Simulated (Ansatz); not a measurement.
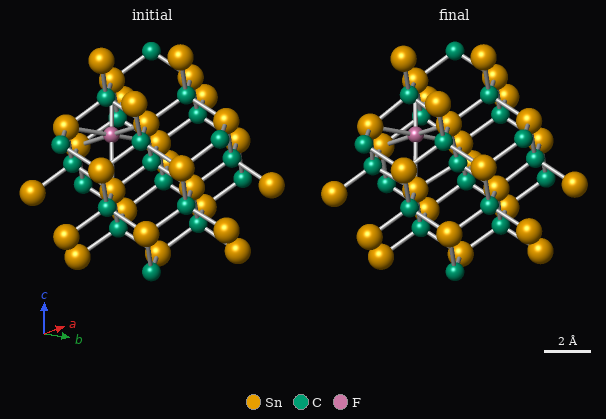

The structure of a defect cell of composition Sn₃₂C₃₂F (cell charge −1) before (left) and after (right) a relaxation, at one scale.

The picture is a ball-and-stick view of the atoms within 5.8 Å of the atom that moves most (axes of the cell of the calculation (origin shifted)), seen from a free direction.

The calculation used Ansatz 0.2.0, DFT, PBEsol, PAW, plane waves. Set-up: plane-wave cutoff 420 eV; k-point mesh 1 × 1 × 1; mesh shifted by (0.25, 0.25, 0.25); no spin polarisation; atoms relaxed in a fixed cell; force threshold 0.03 eV/Å; at most 80 steps.

### Describe what moved and what it gained.

The atom that moves furthest is a C atom (0.16 Å along [2 2 −1]). Largest moves by element: C 0.16 Å, Sn 0.12 Å, F 0.07 Å. The lattice vectors keep their values. Among the contacts that change: F–Sn 2.597 → 2.473 Å, C–Sn 2.223 → 2.106 Å, C–Sn 2.139 → 2.220 Å, C–Sn 2.185 → 2.108 Å. Bond angles that change, for instance: C–Sn–C 108.2° → 118.4°, C–Sn–C 110.1° → 118.5°, Sn–C–Sn 111.8° → 104.7°. The energy falls by 1.342 eV per cell of the calculation in 5 geometry steps. Largest force component: 1.8 eV/Å at the start, 0.0094 eV/Å at the end. Cost: 7.2 s on 1 × NVIDIA GB300 Max-Q with 8 threads of Arm Neoverse-V2, peak memory 1.9 GiB.

Limits of the set-up: the cell is charged, on a uniform background, and energies carry no finite-size correction.
